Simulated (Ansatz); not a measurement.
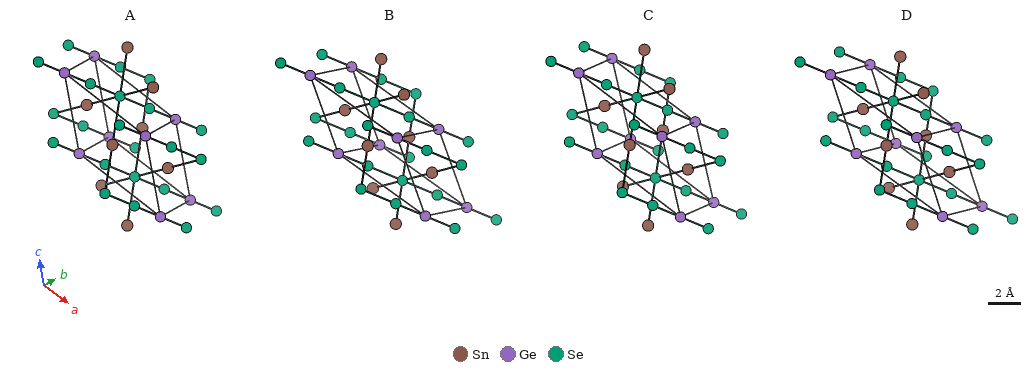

4 geometries from one relaxation of solid Sn2GeSe3 (a generated structure, set up in I4/mmm) (coarse preliminary run), in shuffled order. The picture is a ball-and-stick view of the cell of the calculation, seen slightly off an axis.

All numbers below come from DFT PBE, scalar-relativistic, plane waves, PAW (Ansatz 0.2.0). Settings: plane-wave cutoff 420 eV; k-point mesh 4 × 4 × 4; occupations gaussian; smearing width 0.1 eV; no spin polarisation; cell and atoms relaxed; force threshold 0.04 eV/Å; at most 70 steps.

Question: Put them in the order of the run, from the start to the converged end.

Answer: A, C, D, B. They are steps 0, 1, 3, 9, at +390 meV per atom, +179 meV per atom, +15.4 meV per atom relative to the last. The largest moves relative to the cell, 0.049 Å, are those of Se atoms. Ge and Sn stay in place. The drawn cell changes as follows: a = b = c 6.515 → 6.720 Å (+3.2 %), α 119.7° → 128.6°, β 119.7° → 128.6°, γ 90.5° → 75.6°; the volume changes by −8.2 %. Some distances before and after: Se–Se 2.436 → 2.869 Å, Se–Sn 3.271 → 2.912 Å, Ge–Se 2.152 → 2.442 Å. The space group stays I4/mmm (No. 139). After 8 accepted moves (9 points after the start) the energy has fallen by 390 meV per atom. The largest force component goes from 2.3 to 0.011 eV/Å. The pressure goes from 3.62 to 0.07 GPa. At 1 point the geometry stayed and the basis and grid were re-selected for the new cell (energy shift of 1.1 meV per atom at most each time). The run took 3.2 min on 1 thread of Intel(R) Xeon(R) Processor @ 2.50GHz (Skylake/Cascade Lake), with other jobs on the host, peak memory 0.56 GiB.
